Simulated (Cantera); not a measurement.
Input: 1 mol SiH4, 0.39 mol C2H4, 4.7 mol H2, equilibrated at 10.5 Torr.

Equilibrium computed with Cantera from the NASA thermochemical tables; the gas is ideal and each condensed phase is pure. Candidate condensed phases: C, C6H6, C7H8, C8H18, Si, SiC; 87 gas species. Mutual solubility and eutectic melting of coexisting phases are not modelled. Gases not in the tables: Si2H6 and higher silanes. Kinetics and transport are ignored.

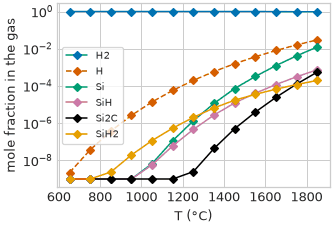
Figure. Equilibrium gas composition (values under 1e-9 drawn at 1e-9)

From 652 °C to 1352 °C the condensed part is Si(s) + SiC(s). From 1452 °C to 1852 °C the condensed part is Si(l) + SiC(s).
